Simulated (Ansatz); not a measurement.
Profile along the Si–Si line in WSi2 (MoSi2 type, space group I4/mmm)

WSi2 (MoSi2 type, space group I4/mmm)

```
WSi2
1.0
   -1.61472     1.61472     3.93387
    1.61472    -1.61472     3.93387
    1.61472     1.61472    -3.93387
W Si
1 2
Direct
  0.00000   0.00000   0.00000
  0.33458   0.33458   0.00000
  0.66542   0.66542   0.00000
```

Fields along a shortest Si–Si line of a (100) plane (2.60 Å), from Si to Si, interpolated on the slice's grid (step about 0.2 Å). Calculation: PBE (plane waves to 420 eV, PAW, scalar-relativistic; Ansatz, a program for electronic structure). k mesh 20×20×20. These are valence fields of a PAW run, semicore shells included where kept as valence: close to a nucleus they are smooth pseudo fields. Spin-orbit coupling is left out, though W is heavy. The PAW data are Ansatz's earlier set. WSi2 is run without spin polarisation. WSi2 was relaxed with its symmetry unable to fall.

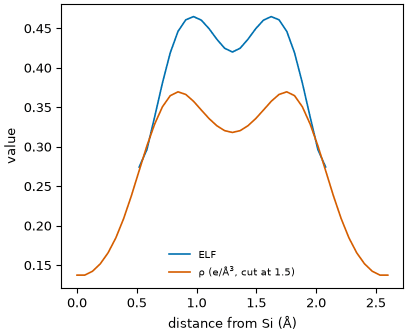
*ELF (away from the nuclei) and valence density from Si to Si.*

Density on the Si–Si line (2.60 Å) at its midpoint: 0.32 e/Å³. ELF at that point: 0.42.
